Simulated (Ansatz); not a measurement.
# C2H8S2Si: the cost of one run

Computed with Ansatz 0.2.0, Gaussian basis. Level: functionals in def2-TZVPP, the program's frozen cores in correlated methods.

Levels to be run: PBE-D4, r2SCAN-D4, PBE0-D4, B3LYP-D4, ωB97X-V, ωB97M-V, B2PLYP; CCSD(T)/def2-TZVPP; MP2/def2-QZVPP; extrapolation to the limit.

## (1) Structure used throughout

All runs share one geometry, relaxed beforehand with PBE0-D4 in a triple-zeta def2 set.

SMILES `C[SiH2]CSS`, 13 atoms, charge 0, spin multiplicity 1.

Atoms are counted from 1 here; the program's logs count them from 0.

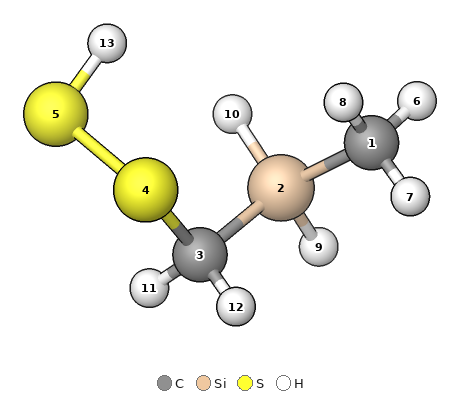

The geometry (carbon grey, silicon light orange, sulfur yellow, hydrogen white); atoms are numbered from 1 in the order of the file.

## (2) PBE-D4 (GGA)

in.yaml reads:

```yaml
crystal:
  periodic: [false, false, false]
  atoms:
    - {symbol: C, position_ang: [-1.718501, 0.082686, 0.772903]}
    - {symbol: Si, position_ang: [0.126188, -0.141470, 0.954049]}
    - {symbol: C, position_ang: [0.828382, -1.018836, -0.557832]}
    - {symbol: S, position_ang: [0.569905, -0.100551, -2.104609]}
    - {symbol: S, position_ang: [1.917323, 1.421117, -2.002881]}
    - {symbol: H, position_ang: [-2.128074, 0.636529, 1.620441]}
    - {symbol: H, position_ang: [-2.227142, -0.883220, 0.723303]}
    - {symbol: H, position_ang: [-1.948470, 0.635315, -0.140880]}
    - {symbol: H, position_ang: [0.440262, -0.957930, 2.161536]}
    - {symbol: H, position_ang: [0.797313, 1.177398, 1.107514]}
    - {symbol: H, position_ang: [1.887972, -1.262657, -0.458568]}
    - {symbol: H, position_ang: [0.293099, -1.962667, -0.715505]}
    - {symbol: H, position_ang: [1.182242, 2.339484, -1.344471]}
basis:
  gaussian: {orbitals: def2-TZVPP}
hamiltonian: {xc: pbe, dispersion: d4}
output: {forces: true, orbitals: {seedname: orbitals}}
```

Command:

```
$ ansatz run in.yaml --threads 4 --pin off --events-out ev --progress --plain --max-ram 10444MiB
```

Q: Estimate wall time and peak memory on 4 threads of Arm Neoverse V1, shared host.

About 4 s, with a peak of 0.49 GiB.
